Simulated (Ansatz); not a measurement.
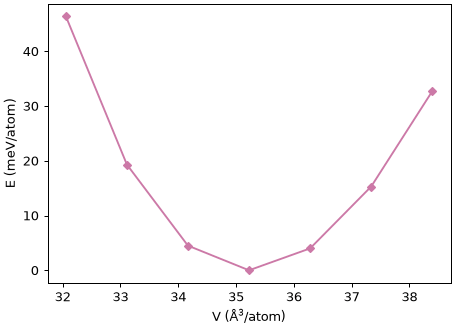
Figure: InSb (zinc blende, F-43m) under volume change, r²SCAN (plane waves, PAW; program Ansatz), scaled uniformly.

**Question.** What does a third-order Birch–Murnaghan fit give for V₀, B₀ and B′?

**Answer.** V₀ = 35.22 Å³/atom, B₀ = 43.5 GPa, B′ = 4.8.

The cell was relaxed with r²SCAN under the symmetry of its start. Scalar-relativistic: spin–orbit coupling is off unless named, which matters more the heavier the elements.

Potentials: the later of the program's two PAW sets.
